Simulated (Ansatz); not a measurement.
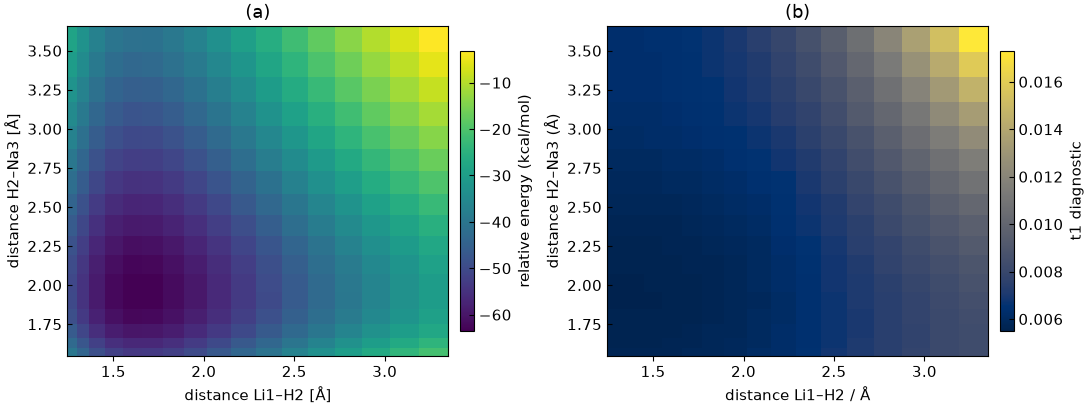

The system Li⁺ + HNa. 
- First axis: distance Li1–H2. Second axis: distance H2–Na3.
- Nothing is relaxed (the angle Li1–H2–Na3 is fixed at 180 degrees).
- Grid: 17 × 17 points.
- Energies: kcal/mol, counted from Li with charge +1 far from the relaxed HNa (each part in its own basis).
- The restricted reference is unstable at some or all points, so the energies there are unreliable.
- Method: RHF-CCSD(T), frozen core/def2-TZVPD (Ansatz).

Panel (a) is the energy and panel (b) the computed t1 diagnostic on the same grid.

Drawn: one coloured cell a grid point.

> How does the t1 diagnostic vary over the map, and what is it at the lowest grid point?

Leaving out the highest fifth of the energies, it runs from 0.01  at distance Li1–H2 = 1.272 Å, distance H2–Na3 = 1.906 Å to 0.01  at distance Li1–H2 = 3.111 Å, distance H2–Na3 = 2.259 Å. At the lowest grid point, distance Li1–H2 = 1.602 Å, distance H2–Na3 = 2.017 Å, it is 0.01 .
